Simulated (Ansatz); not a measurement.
# Li4NF: complex band structure

Wanted: the relaxed cell of Li4NF, its band edges and its decay constants. It is built by putting F for Cl in the Li4NCl structure of space group R-3m, with the volume rescaled by atomic radii. The parent structure comes from the Materials Project.

Main program and level: Ansatz 0.2.0; PBE DFT, plane waves, PAW files, in the first sound run; inputs show where later runs differ.

The structure was built from a prototype and need not be the compound's stable phase.

**1. Starting point**

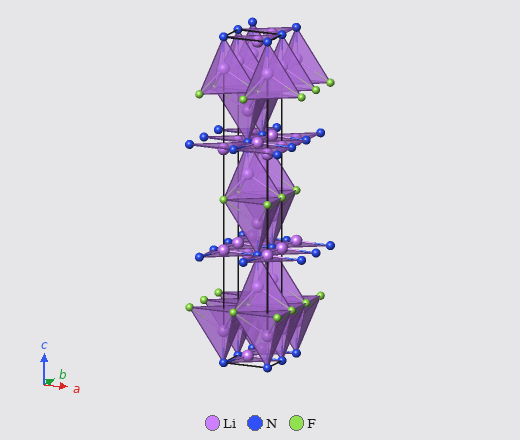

The cell as given, slightly off an axis (lithium purple, nitrogen blue, fluorine green). 1×2×1 cells are drawn. This picture shows the conventional cell, with its axes. Some periodic images of atoms are drawn too.

**2. Cell and atoms at rest**

The substituted atoms don't fit the parent's cell, so cell and atoms relax together. A small smearing keeps the run stable in case the gap closes on the way.

Contents of input.yaml:

```yaml
crystal:
  lattice:
    - [1.7506205489, 1.0107212452, 6.3093172524]
    - [-1.7506205489, 1.0107212452, 6.3093172524]
    - [0.0, -2.0214424903, 6.3093172524]
  atoms:
    - { symbol: Li, position: [0.9025201, 0.9025201, 0.9025201] }
    - { symbol: Li, position: [0.0974799, 0.0974799, 0.0974799] }
    - { symbol: Li, position: [0.65554547, 0.65554547, 0.65554547] }
    - { symbol: Li, position: [0.34445453, 0.34445453, 0.34445453] }
    - { symbol: "N", position: [0.0, 0.0, 0.0] }
    - { symbol: F, position: [0.5, 0.5, 0.5] }
kpoints:
  mp_grid: { grid: [8, 8, 8] }
scf:
  occupations: { method: gaussian, width: 0.03 }
hamiltonian:
  xc: pbe
output:
  forces: true
  stress: true
relax:
  f_tol: 0.02
  max_steps: 60
  cell: {}
```

Started as:

```
> ansatz run input.yaml --threads 2 --pin off --max-ram 4096MiB --backend cpu --events-out ev --progress --plain --runs-dir out
```

Numbers of over 12 decimals in the logs are rounded to 6 here.

What it wrote:

```text
basis.fft_grid_basis auto: the FFT boxes are laid along the combinations [[1, 0, -1], [0, 1, -1], [0, 0, 1]] of the cell's own vectors, 3.501, 3.501 and 6.625 Å long. The dense box has 24×24×45 points. Along the cell's own vectors, as sized, it would have 45×45×45, 3.52 times as many. Of the 12 symmetry operations that the crystal satisfies within crystal.symmetry.tolerance (time reversal apart; of a slab, those that [...]
Engine: ansatz 0.2.0, aarch64-unknown-linux-gnu
Pseudopotentials: kind: paw
Pseudopotential: Li, paw, valence charge 3, recommended cutoff 420 eV (normal), Li.paw.azcp
Pseudopotential: N, paw, valence charge 5, recommended cutoff 420 eV (normal), N.paw.azcp
Pseudopotential: F, paw, valence charge 7, recommended cutoff 420 eV (normal), F.paw.azcp
Functional definition: PBE
  parameter kappa = 0.804
  parameter beta = 0.066725
  exchange = pbe_x(kappa = kappa, mu = beta*pi^2/3)
  correlation = pbe_c(beta = beta)
Crystal: 6 atoms, lattice volume = 66.982 Å³
Basis set: ecut = 420 eV, 1311 PW (Γ), FFT grids on a1−a3, a2−a3, a3, exchange–correlation on 48×48×90 points (8 copies of the dense FFT grid, shifted against one another)
Bands: 18, of which v1, the nominal top of the filled ones, is band 12 counted from 1 (11 counted from 0)
Symmetry: 12 space group operations
Space group: R-3m (ITA 166), of the structure as read, at distance tolerance 4.1e-5 Å
k-points: 65 of 512
Non-local potential: Li, projectors of the file, l = 0: 3, l = 1: 2, l = 2: 1
Non-local potential: N, projectors of the file, l = 0: 2, l = 1: 2, l = 2: 1
Non-local potential: F, projectors of the file, l = 0: 2, l = 1: 2, l = 2: 1
PAW form: soft (Blöchl's): semilocal exchange-correlation on the pseudo side does not see the compensation charge
PAW one-centre angular grid: Li, 110 points (default); XC on 64 Gauss nodes
PAW one-centre angular grid: N, 110 points (default); XC on 64 Gauss nodes
PAW one-centre angular grid: F, 110 points (default); XC on 64 Gauss nodes
Initial density: superposition of atomic densities (neutral atoms: chi_scale 0, normalization atom), corrected by the library's trained network
Initial wavefunctions: pseudopotential atomic-orbital guess
Functional: x = pbe(κ = 0.804, μ = 0.219515), c = pbe(β = 0.066725)
SCF iter   1: F=—  HF=-2015.009433 eV  |F-HF|=—  |Δ(HF+E_count)|=         —  Δρ=1.70e-3  dr2=2.99e-3  ethr=1.77e-3  ⟨swp⟩=5.6  Hψ=5250  notcnv=0  defer=4
preconditioner: auto → none  [insulator: Δε(μ)=1.402 eV  Ē_g=10.782 eV  σ=0.030 eV  W_gap=1.00  n_scr=16 (ndim 8)  ℏωp=17.0 eV  f_vac=0.023  D(μ)=0.00/eV (n_scr^D=0)  ε∞_Penn≈3.5]
SCF iter   2: F=—  HF=-2015.008914 eV  |F-HF|=—  |Δ(HF+E_count)|=   5.18e-4  Δρ=1.39e-3  dr2=8.82e-4  ethr=1.24e-5  ⟨swp⟩=2.1  Hψ=2360  notcnv=0  defer=92
SCF iter   3: F=—  HF=-2015.008919 eV  |F-HF|=—  |Δ(HF+E_count)|=   4.69e-6  Δρ=7.74e-4  dr2=3.05e-4  ethr=3.68e-6  ⟨swp⟩=2.0  Hψ=1631  notcnv=0  defer=92
SCF iter   4: F=—  HF=-2015.008888 eV  |F-HF|=—  |Δ(HF+E_count)|=   3.08e-5  Δρ=1.40e-4  dr2=1.72e-5  ethr=1.27e-6  ⟨swp⟩=2.0  Hψ=1270  notcnv=0  defer=92
SCF iter   5: F=—  HF=-2015.008901 eV  |F-HF|=—  |Δ(HF+E_count)|=   1.29e-5  Δρ=1.11e-4  dr2=6.23e-6  ethr=7.17e-8  ⟨swp⟩=2.0  Hψ=1528  notcnv=0  defer=92
SCF iter   6: F=—  HF=-2015.008901 eV  |F-HF|=—  |Δ(HF+E_count)|=   4.26e-7  Δρ=4.23e-5  dr2=8.84e-7  ethr=2.60e-8  ⟨swp⟩=2.0  Hψ=1239  notcnv=0  defer=92
SCF iter   7: F=-2015.008901 eV  HF=-2015.008901 eV  |F-HF|=2.38e-8  |Δ(HF+E_count)|=   3.73e-8  Δρ=1.05e-5  dr2=5.65e-8  ethr=4.17e-10  ⟨swp⟩=3.0  Hψ=3546  notcnv=0
SCF 1 converged in 7 iterations: F = -2015.008901 eV  dr2 = 5.65e-8
  greatest PAW one-centre occupation: 1.000 electrons in one spin orbital (limit 2), on the Li atom at site 3 (counted from 0), in its partial waves of l = 0
relax step   1: F+E_penalty+E_count = -2015.00890076 eV  Δ(F+E_penalty+E_count) = +0.000e0 eV  max|allowed force component| = 1.108e0 eV/Å  Δτ_max = 0.0000 Å  P = -0.310 GPa  Ω = 66.982 Å³  (7 SCF iters, dr2 threshold 1.00e-7 eV, accepted)
Crystal: 6 atoms, lattice volume = 63.810 Å³
Basis set: ecut = 420 eV, 1245 PW (Γ), FFT grids on a1−a3, a2−a3, a3, exchange–correlation on 48×48×90 points (8 copies of the dense FFT grid, shifted against one another)
Initial density: handed on by an earlier stage of this run
Initial wavefunctions: those handed on with the density
iter 1 solved again at ethr=3.60e-4 eV; its pass at ethr=3.10e-3 eV (dr2=8.63e-2 eV) is discarded
SCF iter   1: F=—  HF=-2015.198148 eV  |F-HF|=—  |Δ(HF+E_count)|=         —  Δρ=1.27e-2  dr2=8.64e-2  ethr=3.60e-4  ⟨swp⟩=1.5  Hψ=6986  notcnv=0
preconditioner: auto → none  [insulator: Δε(μ)=1.256 eV  Ē_g=11.008 eV  σ=0.030 eV  W_gap=1.00  n_scr=16 (ndim 8)  ℏωp=17.4 eV  f_vac=0.000  D(μ)=0.00/eV (n_scr^D=0)  ε∞_Penn≈3.5]
SCF iter   2: F=—  HF=-2015.195909 eV  |F-HF|=—  |Δ(HF+E_count)|=   2.24e-3  Δρ=5.80e-3  dr2=1.89e-2  ethr=3.60e-4  ⟨swp⟩=2.0  Hψ=1560  notcnv=0
SCF iter   3: F=—  HF=-2015.196479 eV  |F-HF|=—  |Δ(HF+E_count)|=   5.71e-4  Δρ=1.11e-3  dr2=5.28e-4  ethr=7.86e-5  ⟨swp⟩=2.0  Hψ=2014  notcnv=0  defer=96
SCF iter   4: F=—  HF=-2015.196480 eV  |F-HF|=—  |Δ(HF+E_count)|=   5.63e-7  Δρ=1.76e-4  dr2=1.86e-5  ethr=2.20e-6  ⟨swp⟩=2.0  Hψ=1271  notcnv=0  defer=96
SCF iter   5: F=—  HF=-2015.196486 eV  |F-HF|=—  |Δ(HF+E_count)|=   5.88e-6  Δρ=5.63e-5  dr2=1.35e-6  ethr=7.75e-8  ⟨swp⟩=2.1  Hψ=1476  notcnv=0  defer=96
SCF iter   6: F=-2015.196485 eV  HF=-2015.196485 eV  |F-HF|=3.50e-9  |Δ(HF+E_count)|=   4.12e-7  Δρ=5.63e-6  dr2=1.65e-8  ethr=2.50e-9  ⟨swp⟩=4.0  Hψ=3445  notcnv=0
SCF 2 converged in 6 iterations: F = -2015.196485 eV  dr2 = 1.65e-8
relax step   2: F+E_penalty+E_count = -2015.19648516 eV  Δ(F+E_penalty+E_count) = -1.876e-1 eV  max|allowed force component| = 3.997e-1 eV/Å  Δτ_max = 0.1351 Å  P = -0.358 GPa  Ω = 63.810 Å³  energy of the carried Pulay correction = +6.318e-3 eV  (6 SCF iters, dr2 threshold 6.00e-7 eV, accepted)
Crystal: 6 atoms, lattice volume = 62.201 Å³
Basis set: ecut = 420 eV, 1231 PW (Γ), FFT grids on a1−a3, a2−a3, a3, exchange–correlation on 48×48×90 points (8 copies of the dense FFT grid, shifted against one another)
iter 1 solved again at ethr=7.51e-5 eV; its pass at ethr=3.10e-3 eV (dr2=1.80e-2 eV) is discarded
SCF iter   1: F=—  HF=-2015.230553 eV  |F-HF|=—  |Δ(HF+E_count)|=         —  Δρ=5.98e-3  dr2=1.80e-2  ethr=7.51e-5  ⟨swp⟩=1.5  Hψ=7028  notcnv=0
preconditioner: auto → none  [insulator: Δε(μ)=1.033 eV  Ē_g=11.246 eV  σ=0.030 eV  W_gap=1.00  n_scr=16 (ndim 8)  ℏωp=17.6 eV  f_vac=0.002  D(μ)=0.00/eV (n_scr^D=0)  ε∞_Penn≈3.5]
SCF iter   2: F=—  HF=-2015.229975 eV  |F-HF|=—  |Δ(HF+E_count)|=   5.78e-4  Δρ=2.73e-3  dr2=3.88e-3  ethr=7.50e-5  ⟨swp⟩=2.0  Hψ=1560  notcnv=0
SCF iter   3: F=—  HF=-2015.230142 eV  |F-HF|=—  |Δ(HF+E_count)|=   1.67e-4  Δρ=4.28e-4  dr2=7.68e-5  ethr=1.62e-5  ⟨swp⟩=2.2  Hψ=1795  notcnv=0
SCF iter   4: F=—  HF=-2015.230146 eV  |F-HF|=—  |Δ(HF+E_count)|=   3.77e-6  Δρ=9.54e-5  dr2=4.54e-6  ethr=3.20e-7  ⟨swp⟩=2.0  Hψ=1785  notcnv=0
iter 5 did not close the SCF: its close was put off for the readings that it lacked (scf_convergence_deferred on its scf_iter line)
SCF iter   5: F=-2015.230147 eV  HF=-2015.230147 eV  |F-HF|=9.70e-8  |Δ(HF+E_count)|=   9.87e-7  Δρ=1.97e-5  dr2=1.52e-7  ethr=1.89e-8  ⟨swp⟩=2.0  Hψ=1481  notcnv=0
SCF iter   6: F=-2015.230147 eV  HF=-2015.230147 eV  |F-HF|=1.31e-9  |Δ(HF+E_count)|=   2.92e-8  Δρ=2.92e-6  dr2=3.88e-9  ethr=6.33e-10  ⟨swp⟩=2.0  Hψ=3671  notcnv=0
SCF 3 converged in 6 iterations: F = -2015.230147 eV  dr2 = 3.88e-9
relax step   3: F+E_penalty+E_count = -2015.23014688 eV  Δ(F+E_penalty+E_count) = -3.366e-2 eV  max|allowed force component| = 1.236e-1 eV/Å  Δτ_max = 0.0566 Å  P = -0.019 GPa  Ω = 62.201 Å³  energy of the carried Pulay correction = +9.643e-3 eV  (6 SCF iters, dr2 threshold 6.00e-7 eV, accepted)
[...]
relax step   4: F+E_penalty+E_count = -2015.24012419 eV  Δ(F+E_penalty+E_count) = -9.977e-3 eV  max|allowed force component| = 7.482e-2 eV/Å  Δτ_max = 0.0386 Å  P = +0.154 GPa  Ω = 61.559 Å³  energy of the carried Pulay correction = +1.099e-2 eV  (6 SCF iters, dr2 threshold 6.00e-7 eV, accepted)
[...]
relax step   5: F+E_penalty+E_count = -2015.24282582 eV  Δ(F+E_penalty+E_count) = -2.702e-3 eV  max|allowed force component| = 2.595e-3 eV/Å  Δτ_max = 0.0362 Å  P = +0.017 GPa  Ω = 61.641 Å³  energy of the carried Pulay correction = +1.082e-2 eV  (6 SCF iters, dr2 threshold 3.50e-7 eV, accepted)
[...]
relax step   6: F+E_penalty+E_count = -2015.24299023 eV  Δ(F+E_penalty+E_count) = -1.644e-4 eV  max|allowed force component| = 2.549e-3 eV/Å  Δτ_max = 0.0029 Å  P = -0.020 GPa  Ω = 61.613 Å³  energy of the carried Pulay correction = +1.088e-2 eV  (6 SCF iters, dr2 threshold 5.29e-8 eV, accepted)
[...]
relax step   7: F+E_penalty+E_count = -2015.23723813 eV  Δ(F+E_penalty+E_count) = +5.752e-3 eV  max|allowed force component| = 2.385e-3 eV/Å  Δτ_max = 0.0000 Å  P = -0.232 GPa  Ω = 61.613 Å³  stress off target by 3.06e-1 GPa  SCF on the basis re-selected at this cell (its energy is not comparable with the rows above)  (6 SCF iters)
[...]
relax step   8: F+E_penalty+E_count = -2015.23818999 eV  Δ(F+E_penalty+E_count) = -9.519e-4 eV  max|allowed force component| = 1.555e-3 eV/Å  Δτ_max = 0.0035 Å  P = +0.003 GPa  Ω = 61.280 Å³  energy of the carried Pulay correction = +6.861e-4 eV  (6 SCF iters, dr2 threshold 2.34e-7 eV, accepted)
iter 1 solved again at ethr=1.35e-8 eV; its pass at ethr=3.10e-3 eV (dr2=3.25e-6 eV) is discarded
SCF iter   1: F=—  HF=-2015.237549 eV  |F-HF|=—  |Δ(HF+E_count)|=         —  Δρ=3.81e-5  dr2=1.43e-7  ethr=1.35e-8  ⟨swp⟩=3.0  Hψ=8248  notcnv=0
preconditioner: auto → none  [insulator: Δε(μ)=0.777 eV  Ē_g=11.385 eV  σ=0.030 eV  W_gap=1.00  n_scr=16 (ndim 8)  ℏωp=17.7 eV  f_vac=0.005  D(μ)=0.00/eV (n_scr^D=0)  ε∞_Penn≈3.4]
SCF iter   2: F=—  HF=-2015.237541 eV  |F-HF|=—  |Δ(HF+E_count)|=   8.46e-6  Δρ=1.57e-5  dr2=2.20e-8  ethr=5.95e-10  ⟨swp⟩=2.0  Hψ=1950  notcnv=0
SCF iter   3: F=—  HF=-2015.237541 eV  |F-HF|=—  |Δ(HF+E_count)|=   5.83e-8  Δρ=4.86e-6  dr2=1.73e-9  ethr=9.17e-11  ⟨swp⟩=2.2  Hψ=1508  notcnv=0
iter 4 did not close the SCF: its close was put off for the readings that it lacked (scf_convergence_deferred on its scf_iter line)
SCF iter   4: F=-2015.237541 eV  HF=-2015.237541 eV  |F-HF|=7.96e-12  |Δ(HF+E_count)|=   7.08e-9  Δρ=3.28e-7  dr2=4.87e-11  ethr=7.22e-12  ⟨swp⟩=2.0  Hψ=1690  notcnv=0
iter 5 did not close the SCF: its close was put off for the readings that it lacked (scf_convergence_deferred on its scf_iter line)
SCF iter   5: F=-2015.237541 eV  HF=-2015.237541 eV  |F-HF|=1.59e-12  |Δ(HF+E_count)|=  3.18e-11  Δρ=7.83e-8  dr2=2.06e-12  ethr=1.00e-12  ⟨swp⟩=1.0  Hψ=1170  notcnv=0
SCF iter   6: F=-2015.237541 eV  HF=-2015.237541 eV  |F-HF|=2.27e-13  |Δ(HF+E_count)|=  2.96e-12  Δρ=1.19e-8  dr2=4.53e-14  ethr=1.00e-12  ⟨swp⟩=2.0  Hψ=3065  notcnv=0
SCF 9 converged in 6 iterations: F = -2015.237541 eV  dr2 = 4.53e-14
relax step   9: F+E_penalty+E_count = -2015.23754099 eV  Δ(F+E_penalty+E_count) = +6.490e-4 eV  max|allowed force component| = 1.583e-3 eV/Å  Δτ_max = 0.0000 Å  P = -0.012 GPa  Ω = 61.280 Å³  stress off target by 1.74e-2 GPa  SCF on the basis re-selected at this cell (its energy is not comparable with the rows above)  (6 SCF iters)
basis re-selected at this cell: Δ(F+E_penalty+E_count) = +6.490e-4 eV, ΔP = -0.014 GPa vs the last step (what re-selecting the basis moved, of the pressure what is left beyond the Pulay correction that the steps carried, after the strain that the cell walked since its last selection, with what the two solves' SCF thresholds leave and, on support functions, any second-order correction that the steps lacked; it is no m [...]
SCF converged after 6 iterations
Free energy (F): -2015.237541 eV
Harris-Foulkes:  -2015.237541 eV  (|F-HF|=2.27e-13)
Internal energy: -2015.237541 eV  (E = F + TS)
E sigma→0 (E₀):  -2015.237541 eV
Fermi energy:    4.243324 eV
--- Per-component energies (eV) ---
  E_band       = -387.597340
  E_kinetic    = 427.796450
  E_local      = -1342.320239  (includes V_loc(G=0)·N_el)
  E_nonlocal   = -13.665258
  E_hartree    = 456.571086
  E_xc         = -185.551625
  E_vxc        = -237.502486  (∫ρ·V_xc dr)
  E_paw        = -411.325891  (= ΣΔE_a)
  E_vpaw       = -135.050273  (= ΣTr[D̂ρ^β])
  E_aug_tail   = 0.002295  (compensation charges beyond the density's cutoff)
  E_ewald      = -946.744360
  E_smearing   = -0.000000  (= −TS)
  E_closure    = -0.000000  (closes the sum)
  Σ components = -2015.237541   (vs F -2015.237541, Δ=0.00e0)
--- Forces (eV/Å), atoms counted from 1 ---
  atom   1  Li     0.00000000    -0.00000000    -0.00158281
  atom   2  Li    -0.00000000     0.00000000     0.00158281
  atom   3  Li    -0.00000000    -0.00000000    -0.00047034
  atom   4  Li     0.00000000     0.00000000     0.00047034
  atom   5  N      0.00000000     0.00000000    -0.00000000
  atom   6  F      0.00000000     0.00000000    -0.00000000
  max |Σ_I F_I| component: 2.31e-18 eV/Å
--- Stress (GPa, compression-positive) ---
       -0.017398       0.000000      -0.000000
        0.000000      -0.017398       0.000000
       -0.000000       0.000000       0.000003
  P = ⅓ Tr σ = -0.0116 GPa (-0.116 kbar)
--- Relaxed structure (7 steps of the walk, 7 accepted, 2 SCFs on fresh bases) ---
  F+E_penalty+E_count = -2015.23754099 eV   max|allowed force component| = 1.583e-3 eV/Å   (the final SCF, on the basis selected at the relaxed cell)
  cell:  # Å, volume = 61.2796 Å³
    - [1.734081, 1.001172, 5.882836]
    - [-1.734081, 1.001172, 5.882836]
    - [0, -2.002344, 5.882836]
  atoms:
    - { symbol: Li, position: [0.891545, 0.891545, 0.891545] }
    - { symbol: Li, position: [0.108455, 0.108455, 0.108455] }
    - { symbol: Li, position: [0.648462, 0.648462, 0.648462] }
    - { symbol: Li, position: [0.351538, 0.351538, 0.351538] }
    - { symbol: N, position: [0, 0, 0] }
    - { symbol: F, position: [0.500000, 0.500000, 0.500000] }
```

The job ended after 14 s (2 threads of Arm Neoverse V2, shared host; peak memory 0.37 GiB).

Relaxation path:

| step | energy less that of the first step (eV) | largest force component (eV/Å) | pressure (GPa) | volume (Å³) |
| --- | --- | --- | --- | --- |
| 1 | 0.0000 | 1.1083 | -0.31 | 66.98 |
| 2 | -0.1876 | 0.3997 | -0.36 | 63.81 |
| 3 | -0.2212 | 0.1236 | -0.02 | 62.20 |
| 4 | -0.2312 | 0.0748 | 0.15 | 61.56 |
| 5 | -0.2339 | 0.0026 | 0.02 | 61.64 |
| 6 | -0.2341 | 0.0025 | -0.02 | 61.61 |
| 7* | -0.2283 | 0.0024 | -0.23 | 61.61 |
| 8 | -0.2293 | 0.0016 | 0.00 | 61.28 |
| 9* | -0.2286 | 0.0016 | -0.01 | 61.28 |

Relaxation steps marked * repeat the geometry before them on a plane-wave basis chosen anew for their cell, so energy and pressure can jump there.

The run keeps the 12 symmetry operations that it works with, so distortions that break them were not tested.

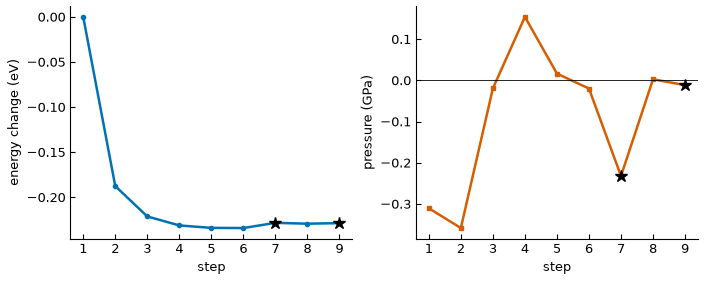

Energy and pressure along the relaxation. Stars mark steps on a basis chosen anew.

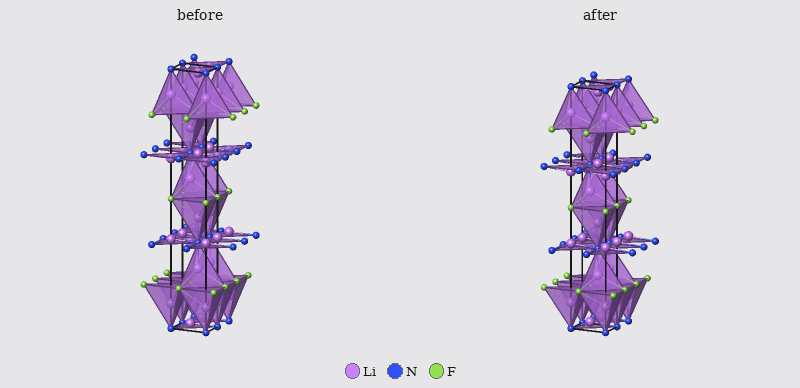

Before and after, at one scale.

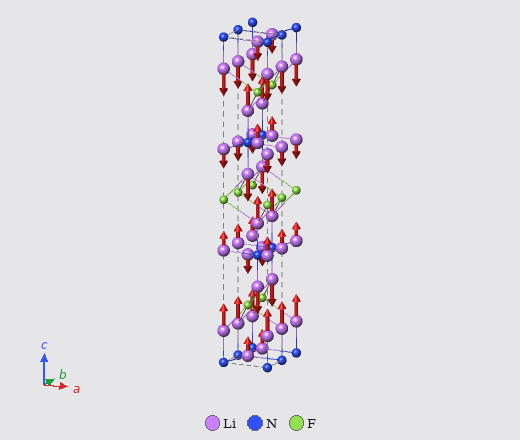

Displacements in the relaxation, exaggerated, measured against the changing cell; the longest in the cell stands for 0.19 Å. Bonds to atoms that aren't drawn are left out. 1×2×1 conventional cells are drawn. Some periodic images of atoms are drawn too.

| conventional cell, symmetrised | before | after | change |
| --- | --- | --- | --- |
| a (Å) | 3.501 | 3.468 | -0.9 % |
| b (Å) | 3.501 | 3.468 | -0.9 % |
| c (Å) | 18.928 | 17.649 | -6.8 % |
| volume (Å³/atom) | 11.16 | 10.21 | -8.5 % |

The atoms that moved most (Å, as changes of fractional coordinates times the final cell):

| atom | dx | dy | dz | length |
| --- | --- | --- | --- | --- |
| Li2 | 0.000 | 0.000 | 0.194 | 0.194 |
| Li1 | 0.000 | 0.000 | -0.194 | 0.194 |
| Li4 | 0.000 | 0.000 | 0.125 | 0.125 |
| Li3 | 0.000 | 0.000 | -0.125 | 0.125 |

Final coordinates:

```
Li N F
1.0
     1.73408    1.00117    5.88284
    -1.73408    1.00117    5.88284
     0.00000   -2.00234    5.88284
Li N F
4 1 1
Direct
  0.89155 0.89155 0.89155
  0.10845 0.10845 0.10845
  0.64846 0.64846 0.64846
  0.35154 0.35154 0.35154
  0.00000 0.00000 0.00000
  0.50000 0.50000 0.50000
```

Numbers from this step:

```
free energy  : -2015.2375 eV
Fermi energy : 4.243 eV
pressure     : -0.01160 GPa
```

The largest force component on a free atom ends at 0.0016 eV/Å.

(Part 1 of 3 ends here.)

[Logs are printed without paths, hosts, clocks, repeated set-up lines and the standing remarks that a program may print on its own settings, such as how far it seeks lower states.]

[Hosts, paths, dates, database ids (printed as entryN), source tags and the programs' standing remarks are cut or masked in the printed files.]
